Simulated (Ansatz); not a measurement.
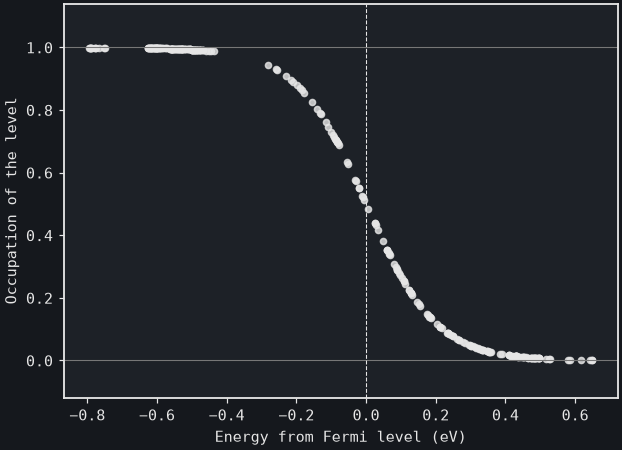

Occupations of the one-electron levels of the k mesh against their energy, from a run on CoAsSe₃, space group R3, 10 atoms in the cell, with Ansatz.

**Which smearing scheme was used (Fermi-Dirac, Gaussian, Methfessel-Paxton or cold), and about what width?**

Fermi-Dirac smearing with a width of 0.1 eV. The occupations stay between 0 and 1 and have long exponential tails; the slope at the Fermi level is 1/(4 × width).
